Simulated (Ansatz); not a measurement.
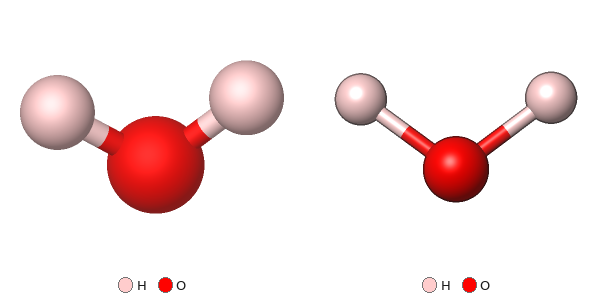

Both panels show the same species.

The computed structure is the end point of a PBE0-D4/def2-TZVP optimisation.

What is the molecular formula?

H2O, 3 atoms: 2 hydrogen and 1 oxygen.

Which point group does it belong to?

C2v.

How many bonds of each kind are drawn?

2 O–H. Sticks follow a distance rule.

More results for the same structure follow; atom numbers are the same in all pictures, views and colours differ.

## Geometry

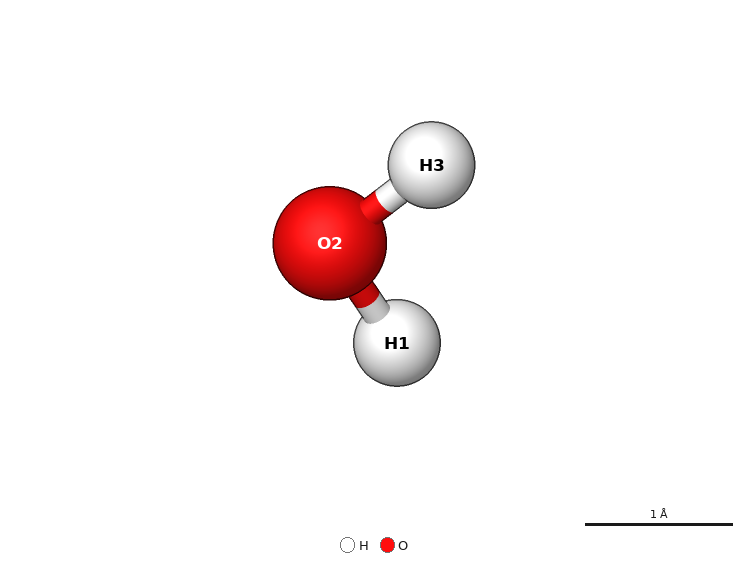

Atoms carry their numbers in the input.

How are the neighbours of atom 2 arranged?

O2 has 2 neighbours (H1 at 0.96, H3 at 0.96 Å); the arrangement is bent.

## Charges

The questions are on Mulliken charges. Properties computed with RKS PBE0-D4/def2-TZVP (Ansatz 0.2.0).

List the Mulliken charges.

| atom | value (e) |
| --- | --- |
| H1 | 0.32 |
| O2 | −0.65 |
| H3 | 0.32 |

## Vibrations

Harmonic vibrations computed with RKS PBE0-D4/def2-TZVP (Ansatz 0.2.0) at a stationary point of the same level.

How many vibrational modes are there, and where do they lie?

3 modes: 1623, 3852, 3959 cm⁻¹.

## Electronic properties

Properties computed with RKS PBE0-D4/def2-TZVPP (Ansatz 0.2.0).

What does the calculation give?

- HOMO energy (Kohn–Sham orbital): −8.90 eV
- LUMO energy (Kohn–Sham orbital): 0.85 eV
- HOMO–LUMO gap: 9.75 eV

## Dipole moment

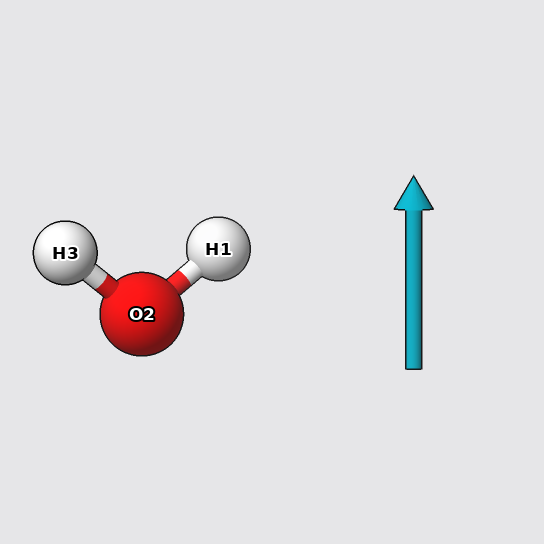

The arrow beside the molecule shows the direction of the dipole moment, from the negative to the positive end (its length means nothing). Method: RKS PBE0-D4/def2-TZVP (Ansatz 0.2.0).

How large is the dipole moment?

2.07 D; it points from the side of O2 to the side of H1, H3 (the outermost atoms at the two ends).

Mulliken values depend strongly on the basis set and can even reverse the polarity of a bond.
